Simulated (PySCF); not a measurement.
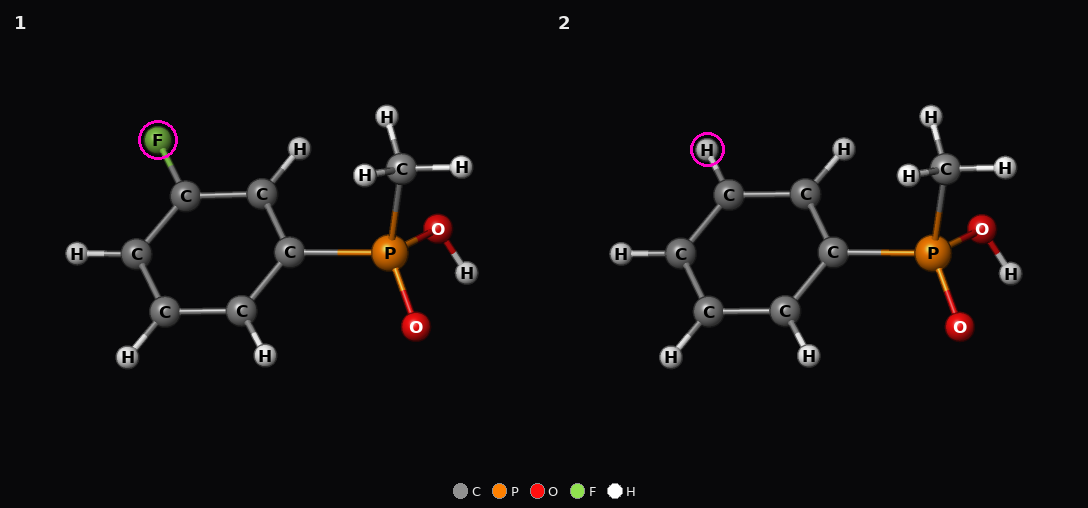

2 molecules with one skeleton, seen from the same side and at one scale; the atom that differs is circled. Charge 0, singlet. Computed geometries: GFN2-xTB optimisations, one conformation each. Properties computed with PySCF 2.14.0.

One atom differs, called X below: F in panel 1, H in panel 2. Their formulas are C7H8FO2P (`C[P@](=O)(O)c1cccc(F)c1`), C7H9O2P (`C[P@](=O)(O)c1ccccc1`).

In which is the GIAO shielding of the C bonded to X larger (PBE0/pcSseg-1)?

Answer. In panel 2 (X = H).

In which is the length of X–C larger (GFN2-xTB)?

Answer. In panel 1 (X = F).

Give the values. With GFN2-xTB: length of X–C (Å), mean angle C–C–X (°). With PBE0/pcSseg-1: dipole moment (D), HOMO energy (Kohn–Sham orbital) (eV), HOMO–LUMO gap (eV), Hirshfeld charge of X (e), GIAO shielding of the C bonded to X (ppm).

```tsv
quantity	1 (F)	2 (H)	2 − 1
length of X–C (Å)	1.349	1.080	−0.269
mean angle C–C–X (°)	119.0	120.0	+1.0
dipole moment (D)	1.42	2.92	+1.50
HOMO energy (Kohn–Sham orbital) (eV)	−7.62	−7.72	−0.10
HOMO–LUMO gap (eV)	6.42	6.80	+0.38
Hirshfeld charge of X (e)	−0.09	0.05	+0.14
GIAO shielding of the C bonded to X (ppm)	14.6	53.6	+39.0
```

The geometry is semi-empirical. Around P such bond lengths and angles can be off by a tenth of an ångström or more and by several degrees, and values that hang on the shape move with them.
